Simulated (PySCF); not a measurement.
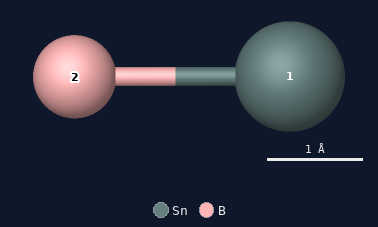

*The structure (ball-and-stick view, seen on its broad side; atoms are numbered from 1 in the order of the input). Sticks mark near contacts.*

Bond lengths as drawn: B–Sn 2.27 Å.

# Run report: SnB (charge −1), single-point calculation

The run: single-point calculation of SnB, charge −1, multiplicity 3. Method and program: ROHF/def2-svp, casscf (PySCF 2.14.0).

Some settings of this run were made unusual or wrong on purpose. Figures and captions count atoms from 1; the log counts them from 0 in places.

**The input**
```python
from pyscf import gto, scf, mcscf

mol = gto.M(
    atom='Sn 0 0 0; B 0 0 2.265',
    basis='def2-svp',
    ecp={'Sn': 'def2-svp'},
    charge=-1,
    spin=2,
    verbose=4,
)
mf = scf.ROHF(mol)
field = 0.2  # electric field along z, atomic units
h = mf.get_hcore() + field*mol.intor('int1e_r')[2]
mf.get_hcore = lambda *args: h
e_nuc = mol.energy_nuc() - field*mol.atom_charges() @ mol.atom_coords()[:, 2]
mf.energy_nuc = lambda *args: e_nuc
mf.kernel()
mc = mcscf.CASSCF(mf, 3, 2)
mc.kernel()
mc.analyze()
mf.dip_moment()
print('orbital energies (hartree):', mf.mo_energy[..., max(0, mol.nelec[1]-3):mol.nelec[0]+3].round(4))
```

Run as:
```bash
OMP_NUM_THREADS=1 python input.py
```

**What the program printed**
```
PySCF version 2.14.0

[INPUT] verbose = 4
[INPUT] num. atoms = 2
[INPUT] num. electrons = 28
[INPUT] charge = -1
[INPUT] spin (= nelec alpha-beta = 2S) = 2
[INPUT] symmetry False subgroup None
[INPUT] Mole.unit = angstrom
[INPUT] Symbol           X                Y                Z      unit          X                Y                Z       unit  Magmom
[INPUT]  1 Sn     0.000000000000   0.000000000000   0.000000000000 AA    0.000000000000   0.000000000000   0.000000000000 Bohr   0.0
[INPUT]  2 B      0.000000000000   0.000000000000   2.265000000000 AA    0.000000000000   0.000000000000   4.280229672140 Bohr   0.0

nuclear repulsion = 25.6995554972185
number of shells = 16
number of NR pGTOs = 85
number of NR cGTOs = 40
basis = def2-svp
ecp = {'Sn': 'def2-svp'}

******** <class 'pyscf.scf.rohf.ROHF'> ********
method = ROHF
initial guess = minao
damping factor = 0
level_shift factor = 0
DIIS = <class 'pyscf.scf.diis.CDIIS'>
diis_start_cycle = 1
diis_space = 8
diis_damp = 0
SCF conv_tol = 1e-09
SCF conv_tol_grad = None
SCF max_cycles = 50
direct_scf = True
direct_scf_tol = 1e-13
num. doubly occ = 13  num. singly occ = 2
Set gradient conv threshold to 3.16228e-05
init E= -214.596044563962
  HOMO = -0.635458817011285  LUMO = -0.196683612245358  gap/eV = 11.93968
cycle= 1 E= -238.239497675527  delta_E= -23.6  |g|= 1.71  |ddm|= 10.2
  HOMO = 0.25229221540466  LUMO = 0.301562976471846  gap/eV = 1.34073
cycle= 2 E= -237.870200285151  delta_E= 0.369  |g|=  1.9  |ddm|= 7.76
  HOMO = 0.264512448429491  LUMO = 0.559844594499792  gap/eV = 8.03640
cycle= 3 E= -239.619613610479  delta_E= -1.75  |g|= 0.223  |ddm|= 3.97
  HOMO = 0.126141767756005  LUMO = 0.440940994016506  gap/eV = 8.56612
cycle= 4 E= -239.664997267879  delta_E= -0.0454  |g|= 0.0896  |ddm|= 1.73
  HOMO = 0.109214793826556  LUMO = 0.496588399021119  gap/eV = 10.54097
cycle= 5 E= -239.670123599213  delta_E= -0.00513  |g|= 0.0234  |ddm|= 0.228
  HOMO = 0.109216315262175  LUMO = 0.504886643553801  gap/eV = 10.76674
cycle= 6 E= -239.670860706751  delta_E= -0.000737  |g|= 0.00739  |ddm|= 0.134
  HOMO = 0.110181094982003  LUMO = 0.506060791612007  gap/eV = 10.77244
cycle= 7 E= -239.671019229127  delta_E= -0.000159  |g|= 0.00327  |ddm|= 0.0932
  HOMO = 0.110043512381533  LUMO = 0.506409995590429  gap/eV = 10.78568
cycle= 8 E= -239.671079630115  delta_E= -6.04e-05  |g|= 0.00125  |ddm|= 0.0861
  HOMO = 0.109947368840901  LUMO = 0.506457869863533  gap/eV = 10.78960
cycle= 9 E= -239.671089846192  delta_E= -1.02e-05  |g|= 0.00026  |ddm|= 0.0455
  HOMO = 0.109966519513303  LUMO = 0.506472542511513  gap/eV = 10.78948
cycle= 10 E= -239.671090071023  delta_E= -2.25e-07  |g|= 3.95e-05  |ddm|= 0.00603
  HOMO = 0.109959629303999  LUMO = 0.506459127430095  gap/eV = 10.78930
cycle= 11 E= -239.671090073938  delta_E= -2.92e-09  |g|= 7.31e-06  |ddm|= 0.00067
  HOMO = 0.109961727520711  LUMO = 0.506460556233997  gap/eV = 10.78928
cycle= 12 E= -239.671090073974  delta_E= -3.6e-11  |g|= 1.24e-06  |ddm|= 7.4e-05
  HOMO = 0.109961542289756  LUMO = 0.506460775890606  gap/eV = 10.78929
```

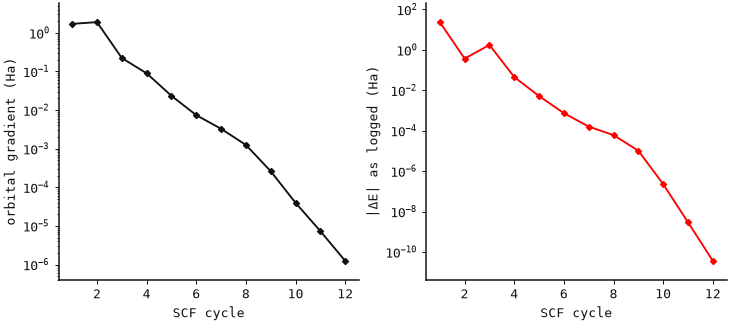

*Convergence of the self-consistent field: orbital gradient and size of the energy change against the SCF cycle.*

The residual falls almost steadily, with no more than small rises.

```
Extra cycle  E= -239.671090073975  delta_E= -1.02e-12  |g|= 4.36e-07  |ddm|= 4.86e-06
converged SCF energy = -239.671090073975

******** <class 'pyscf.mcscf.mc1step.CASSCF'> ********
CAS (2e+0e, 3o), ncore = 13, nvir = 24
max_cycle_macro = 50
max_cycle_micro = 4
conv_tol = 1e-07
conv_tol_grad = None
orbital rotation max_stepsize = 0.02
orbital rotation threshold for CI restart = 0.01
augmented hessian ah_max_cycle = 30
augmented hessian ah_conv_tol = 1e-12
augmented hessian ah_linear dependence = 1e-14
augmented hessian ah_level shift = 1e-08
augmented hessian ah_start_tol = 2.5
augmented hessian ah_start_cycle = 3
augmented hessian ah_grad_trust_region = 3
kf_trust_region = 3
kf_interval = 4
ci_response_space = 4
ci_grad_trust_region = 3
with_dep4 0
natorb = False
canonicalization = True
sorting_mo_energy = False
ao2mo_level = 2
internal_rotation = False
******** <class 'pyscf.fci.direct_spin1.FCISolver'> ********
max. cycles = 50
conv_tol = 1e-08
davidson only = False
linear dependence = 1e-12
level shift = 0.001
max iter space = 12
nroots = 1
pspace_size = 400
spin = None
CASCI E = -239.671090073975  S^2 = 2.0000000
Set conv_tol_grad to 0.000316228
macro iter   1 (  1 JK    1 micro), CASSCF E = -239.671090073975  dE =  0.00000000e+00  S^2 = 2.0000000
               |grad[o]|=4.25e-07  |grad[c]|=1.25e-14  |ddm|=    0  |maxRot[o]|=    0
1-step CASSCF converged in   1 macro (  1 JK   1 micro) steps
CASSCF canonicalization
Density matrix diagonal elements [1.0000000e+00 1.0000000e+00 1.4009854e-14]
CASSCF energy = -239.671090073975
CASCI E = -239.671090073975  E(CI) = -0.356371665729455  S^2 = 2.0000000
Natural occ [ 1.00000000e+00  1.00000000e+00 -2.10439146e-17]
Natural orbital (expansion on meta-Lowdin AOs) in CAS space
               #1        #2        #3
0 Sn 4s         -0.00000  -0.01847  -0.00512
0 Sn 5s          0.00000   0.55871  -0.04561
0 Sn 6s         -0.00000  -0.14667  -0.23910
0 Sn 7s          0.00000   0.08628   0.16852
0 Sn 4px        -0.00000   0.00632  -0.00357
0 Sn 4py         0.05259  -0.00000   0.00000
0 Sn 4pz         0.05563   0.00000  -0.00000
0 Sn 5px        -0.00000  -0.15412  -0.19328
0 Sn 5py        -0.02037   0.00000  -0.00000
0 Sn 5pz        -0.02155  -0.00000   0.00000
0 Sn 6px        -0.00000  -0.45318  -0.41987
0 Sn 6py         0.65266  -0.00000  -0.00000
0 Sn 6pz         0.69046   0.00000   0.00000
0 Sn 7px         0.00000   0.20074  -0.38322
0 Sn 7py         0.09171  -0.00000  -0.00000
0 Sn 7pz         0.09702   0.00000   0.00000
0 Sn 4dxy        0.05219   0.00000   0.00000
0 Sn 4dyz       -0.00000  -0.15350   0.13505
0 Sn 4dz^2       0.04933  -0.00000  -0.00000
0 Sn 4dxz        0.00000  -0.00040  -0.00001
0 Sn 4dx2-y2     0.00000  -0.00228   0.00057
0 Sn 5dxy        0.12713   0.00000   0.00000
0 Sn 5dyz        0.00000  -0.05339   0.20624
0 Sn 5dz^2       0.12017  -0.00000  -0.00000
0 Sn 5dxz       -0.00000  -0.00135   0.00006
0 Sn 5dx2-y2    -0.00000   0.02492  -0.00093
1 B 1s          -0.00000   0.00596  -0.00694
1 B 2s           0.00000   0.54372  -0.48417
1 B 3s          -0.00000   0.02846   0.15657
1 B 2px         -0.12461   0.00000  -0.00000
1 B 2py         -0.13183  -0.00000   0.00000
1 B 2pz         -0.00000   0.24672   0.46842
1 B 3px          0.03646  -0.00000  -0.00000
1 B 3py          0.03857   0.00000   0.00000
1 B 3pz         -0.00000  -0.01302  -0.02202
1 B 3dxy        -0.00000   0.00025  -0.00082
1 B 3dyz        -0.02572  -0.00000   0.00000
1 B 3dz^2       -0.00000   0.06724   0.11028
1 B 3dxz        -0.02431   0.00000  -0.00000
1 B 3dx2-y2     -0.00000  -0.00000   0.00005
<mo_coeff-mcscf|mo_coeff-hf>  1      1        1.00000000
<mo_coeff-mcscf|mo_coeff-hf>  2      2        1.00000000
<mo_coeff-mcscf|mo_coeff-hf>  3      3        1.00000000
<mo_coeff-mcscf|mo_coeff-hf>  4      4        1.00000000
<mo_coeff-mcscf|mo_coeff-hf>  5      5        1.00000000
<mo_coeff-mcscf|mo_coeff-hf>  6      6        1.00000000
<mo_coeff-mcscf|mo_coeff-hf>  7      7        1.00000000
<mo_coeff-mcscf|mo_coeff-hf>  8      8        1.00000000
<mo_coeff-mcscf|mo_coeff-hf>  9      9        1.00000000
<mo_coeff-mcscf|mo_coeff-hf>  10     10       1.00000000
<mo_coeff-mcscf|mo_coeff-hf>  11     11       1.00000000
<mo_coeff-mcscf|mo_coeff-hf>  12     12       1.00000000
<mo_coeff-mcscf|mo_coeff-hf>  13     13       1.00000000
<mo_coeff-mcscf|mo_coeff-hf>  14     14       1.00000000
<mo_coeff-mcscf|mo_coeff-hf>  15     15       1.00000000
<mo_coeff-mcscf|mo_coeff-hf>  16     16       1.00000000
<mo_coeff-mcscf|mo_coeff-hf>  17     17       1.00000000
<mo_coeff-mcscf|mo_coeff-hf>  18     18       1.00000000
<mo_coeff-mcscf|mo_coeff-hf>  19     19       1.00000000
<mo_coeff-mcscf|mo_coeff-hf>  20     20       1.00000000
<mo_coeff-mcscf|mo_coeff-hf>  21     21       1.00000000
<mo_coeff-mcscf|mo_coeff-hf>  22     22       1.00000000
<mo_coeff-mcscf|mo_coeff-hf>  23     23       1.00000000
<mo_coeff-mcscf|mo_coeff-hf>  24     24       1.00000000
<mo_coeff-mcscf|mo_coeff-hf>  25     25       1.00000000
<mo_coeff-mcscf|mo_coeff-hf>  26     26       1.00000000
<mo_coeff-mcscf|mo_coeff-hf>  27     27       1.00000000
<mo_coeff-mcscf|mo_coeff-hf>  28     28       1.00000000
<mo_coeff-mcscf|mo_coeff-hf>  29     29       1.00000000
<mo_coeff-mcscf|mo_coeff-hf>  30     30       1.00000000
<mo_coeff-mcscf|mo_coeff-hf>  31     31       1.00000000
<mo_coeff-mcscf|mo_coeff-hf>  32     32       1.00000000
<mo_coeff-mcscf|mo_coeff-hf>  33     33       1.00000000
<mo_coeff-mcscf|mo_coeff-hf>  34     34       1.00000000
<mo_coeff-mcscf|mo_coeff-hf>  35     35       1.00000000
<mo_coeff-mcscf|mo_coeff-hf>  36     36       1.00000000
<mo_coeff-mcscf|mo_coeff-hf>  37     37       1.00000000
<mo_coeff-mcscf|mo_coeff-hf>  38     38       1.00000000
<mo_coeff-mcscf|mo_coeff-hf>  39     39       1.00000000
<mo_coeff-mcscf|mo_coeff-hf>  40     40       1.00000000
** Largest CI components **
  [alpha occ-orbitals] [beta occ-orbitals]            CI coefficient
  [0 1]                []                              1.000000000000
 ** Mulliken pop on meta-lowdin orthogonal AOs  **
 ** Mulliken pop  **
pop of  0 Sn 4s           1.79171
pop of  0 Sn 5s           1.59692
pop of  0 Sn 6s           0.30090
pop of  0 Sn 7s           0.32434
pop of  0 Sn 4px          0.02513
pop of  0 Sn 4py          0.40070
pop of  0 Sn 4pz          0.40043
pop of  0 Sn 5px          1.81931
pop of  0 Sn 5py          1.60807
pop of  0 Sn 5pz          1.60807
pop of  0 Sn 6px          0.56997
pop of  0 Sn 6py          1.36846
pop of  0 Sn 6pz          1.31908
pop of  0 Sn 7px          1.04977
pop of  0 Sn 7py          0.04201
pop of  0 Sn 7pz          0.03949
pop of  0 Sn 4dxy         1.76352
pop of  0 Sn 4dyz         1.78282
pop of  0 Sn 4dz^2        1.76372
pop of  0 Sn 4dxz         1.76086
pop of  0 Sn 4dx2-y2      1.99880
pop of  0 Sn 5dxy         0.25267
pop of  0 Sn 5dyz         0.19618
pop of  0 Sn 5dz^2        0.25384
pop of  0 Sn 5dxz         0.23882
pop of  0 Sn 5dx2-y2      0.00182
pop of  1 B 1s            1.99983
pop of  1 B 2s            0.98089
pop of  1 B 3s            0.01325
pop of  1 B 2px           0.07316
pop of  1 B 2py           0.07070
pop of  1 B 2pz           0.49908
pop of  1 B 3px           0.00897
pop of  1 B 3py           0.00883
pop of  1 B 3pz           0.01886
pop of  1 B 3dxy          0.00000
pop of  1 B 3dyz          0.00909
pop of  1 B 3dz^2         0.03042
pop of  1 B 3dxz          0.00919
pop of  1 B 3dx2-y2       0.00032
 ** Mulliken atomic charges  **
charge of    0Sn =     -2.27740
charge of    1B =      1.27740
Mulliken spin population analysis on meta-Lowdin AOs:
 ** Mulliken pop on meta-lowdin orthogonal AOs  **
 ** Mulliken pop  **
pop of  0 Sn 4s           0.00034
pop of  0 Sn 5s           0.31216
pop of  0 Sn 6s           0.02151
pop of  0 Sn 7s           0.00744
pop of  0 Sn 4px          0.00004
pop of  0 Sn 4py          0.00277
pop of  0 Sn 4pz          0.00309
pop of  0 Sn 5px          0.02375
pop of  0 Sn 5py          0.00041
pop of  0 Sn 5pz          0.00046
pop of  0 Sn 6px          0.20537
pop of  0 Sn 6py          0.42596
pop of  0 Sn 6pz          0.47674
pop of  0 Sn 7px          0.04030
pop of  0 Sn 7py          0.00841
pop of  0 Sn 7pz          0.00941
pop of  0 Sn 4dxy         0.00272
pop of  0 Sn 4dyz         0.02356
pop of  0 Sn 4dz^2        0.00243
pop of  0 Sn 4dxz         0.00000
pop of  0 Sn 4dx2-y2      0.00001
pop of  0 Sn 5dxy         0.01616
pop of  0 Sn 5dyz         0.00285
pop of  0 Sn 5dz^2        0.01444
pop of  0 Sn 5dxz         0.00000
pop of  0 Sn 5dx2-y2      0.00062
pop of  1 B 1s            0.00004
pop of  1 B 2s            0.29564
pop of  1 B 3s            0.00081
pop of  1 B 2px           0.01553
pop of  1 B 2py           0.01738
pop of  1 B 2pz           0.06087
pop of  1 B 3px           0.00133
pop of  1 B 3py           0.00149
pop of  1 B 3pz           0.00017
pop of  1 B 3dxy          0.00000
pop of  1 B 3dyz          0.00066
pop of  1 B 3dz^2         0.00452
pop of  1 B 3dxz          0.00059
pop of  1 B 3dx2-y2       0.00000
 ** Mulliken atomic charges  **
charge of    0Sn =     20.39902
charge of    1B =      4.60098
spop of 0 Sn 4s         0.00034
spop of 0 Sn 5s         0.31216
spop of 0 Sn 6s         0.02151
spop of 0 Sn 7s         0.00744
spop of 0 Sn 4px        0.00004
spop of 0 Sn 4py        0.00277
spop of 0 Sn 4pz        0.00309
spop of 0 Sn 5px        0.02375
spop of 0 Sn 5py        0.00041
spop of 0 Sn 5pz        0.00046
spop of 0 Sn 6px        0.20537
spop of 0 Sn 6py        0.42596
spop of 0 Sn 6pz        0.47674
spop of 0 Sn 7px        0.04030
spop of 0 Sn 7py        0.00841
spop of 0 Sn 7pz        0.00941
spop of 0 Sn 4dxy       0.00272
spop of 0 Sn 4dyz       0.02356
spop of 0 Sn 4dz^2      0.00243
spop of 0 Sn 4dxz       0.00000
spop of 0 Sn 4dx2-y2    0.00001
spop of 0 Sn 5dxy       0.01616
spop of 0 Sn 5dyz       0.00285
spop of 0 Sn 5dz^2      0.01444
spop of 0 Sn 5dxz       0.00000
spop of 0 Sn 5dx2-y2    0.00062
spop of 1 B 1s          0.00004
spop of 1 B 2s          0.29564
spop of 1 B 3s          0.00081
spop of 1 B 2px         0.01553
spop of 1 B 2py         0.01738
spop of 1 B 2pz         0.06087
spop of 1 B 3px         0.00133
spop of 1 B 3py         0.00149
spop of 1 B 3pz         0.00017
spop of 1 B 3dxy        0.00000
spop of 1 B 3dyz        0.00066
spop of 1 B 3dz^2       0.00452
spop of 1 B 3dxz        0.00059
spop of 1 B 3dx2-y2     0.00000
Mulliken atomic spins:
spin of  0Sn =      1.60098
spin of  1B =      0.39902

WARN: System has nonzero charge -1; the dipole moment is origin-dependent.
Location of origin: [0. 0. 0.]

Dipole moment(X, Y, Z, Debye):  0.00000, -0.00000, 42.61759
orbital energies (hartree): [-0.3669 -0.2318  0.015   0.0935  0.11    0.5065  0.5112  0.5132]
```

**Outcome**

- outcome: converged
- SCF energy: −239.671090 hartree
- hardware: 1 CPU thread, shared host
- wall time: 1.7 s

**Diagnosis**

Some settings of this run were drawn to be unusual or wrong. It converged; results that depend on the unusual settings are not reference values.
